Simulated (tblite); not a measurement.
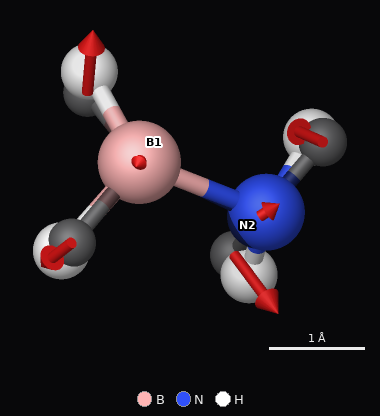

This is a relaxation of BNH4 (charge −1, multiplicity 2). The starting structure is drawn faded, the final one solid; red arrows show the displacements, 3 times their true length. The two geometries are superimposed by the best rigid fit.

Style: ball-and-stick. Shown at a tilt.

Level of theory: tblite 0.8.0, GFN2-xTB geometry optimisation, gas phase. 

**Atoms of which element are displaced furthest, and by how much?**

Hydrogen: up to 0.31 Å, against 0.09 Å for nitrogen.

**What happened in the run?**

An H atom moves most after the best rigid fit: 0.31 Å. Largest moves by element: H 0.31 Å, N 0.09 Å, B 0.05 Å. Near-neighbour distances that change, for instance: B–H 1.207 → 1.273 Å, B–H 1.192 → 1.250 Å, B–N 1.517 → 1.573 Å, H–N 1.041 → 1.021 Å. Bond angles that change, for instance: B–N–H 107.8° → 111.5°, H–N–H 107.9° → 104.9°, N–B–H 110.1° → 113.0°. Groups turn about B–N by about 30°. Over 35 geometry steps the energy falls by 4.26 kcal/mol.
